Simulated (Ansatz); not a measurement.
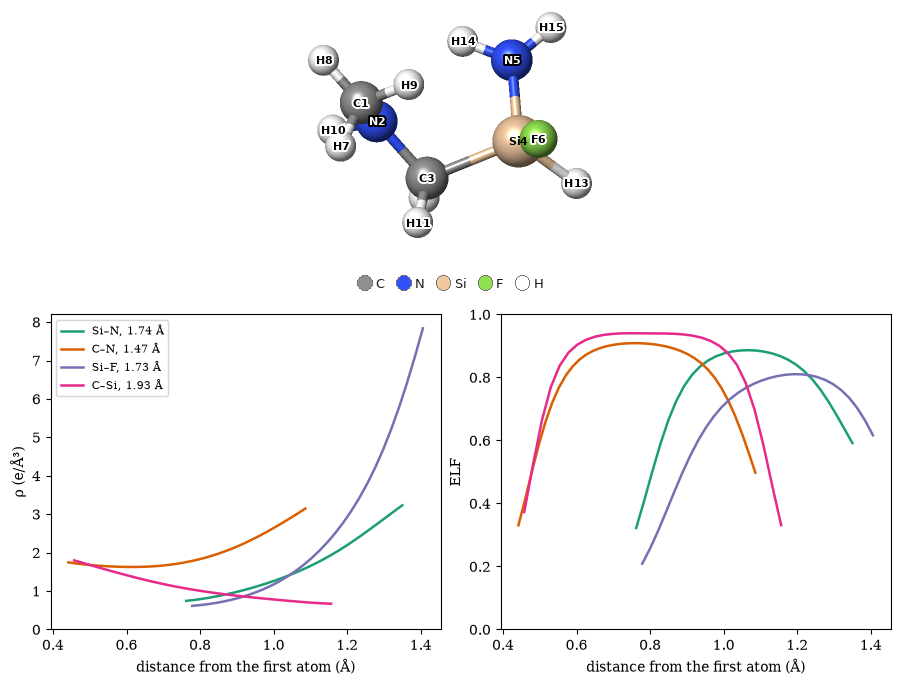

*C$_{2}$H$_{9}$FN$_{2}$Si (SMILES CNC[SiH](N)F). Electron density and electron localisation function along straight lines between neighbouring atoms. The curves leave out the atomic cores. The structure is drawn too.*

Theory: RKS PBE/6-31G (Ansatz).

Input file:

```
crystal:
  periodic: [false, false, false]
  atoms:
    - { symbol: C, position_ang: [1.1844, -1.1591, 1.0943] }
    - { symbol: "N", position_ang: [-0.0882, -1.2729, 0.2914] }
    - { symbol: C, position_ang: [-0.0504, -0.5324, -1.0068] }
    - { symbol: Si, position_ang: [-0.3767, 1.3113, -0.8513] }
    - { symbol: "N", position_ang: [-1.773, 1.5166, 0.1878] }
    - { symbol: F, position_ang: [0.7652, 2.0737, -0.1291] }
    - { symbol: H, position_ang: [2.0421, -1.4655, 0.5383] }
    - { symbol: H, position_ang: [1.0882, -1.6943, 1.9892] }
    - { symbol: H, position_ang: [1.3001, -0.0597, 1.4318] }
    - { symbol: H, position_ang: [-0.1984, -2.2627, 0.1106] }
    - { symbol: H, position_ang: [0.944, -0.6717, -1.4591] }
    - { symbol: H, position_ang: [-0.7482, -0.9689, -1.6419] }
    - { symbol: H, position_ang: [-0.7919, 1.9735, -2.1613] }
    - { symbol: H, position_ang: [-1.7189, 0.7913, 0.9166] }
    - { symbol: H, position_ang: [-1.6002, 2.3699, 0.719] }
basis:
  gaussian: { orbitals: "6-31G" }
hamiltonian:
  xc: pbe
relax:
  f_tol: 0.015
  max_steps: 40
output:
  orbitals: {}
```

Command:

```sh
ansatz run input.yaml --threads 1 --pin off --max-ram 2048MiB --backend cpu --events-out ev --progress --plain --runs-dir out
```

The fields are those of the relaxed geometry.

> What can be read from the curves?

Si–N (1.74 Å): ρ is about 0.91 e/Å³ halfway; the ELF peaks at about 0.90 between the atoms: a polar covalent bond.
C–N (1.47 Å): the density is about 1.7 e/Å³ at the midpoint; the ELF peaks at about 0.90 between the atoms: localised, covalent bonding.
Si–F (1.73 Å): ρ is about 0.73 e/Å³ halfway; the ELF peaks at about 0.80 in the valence shell of F, 0.5 Å from its nucleus, and is about 0.45 at the midpoint.
C–Si (1.93 Å): the density is about 0.81 e/Å³ at the midpoint; the ELF peaks at about 0.95 between the atoms (localised, covalent bonding).
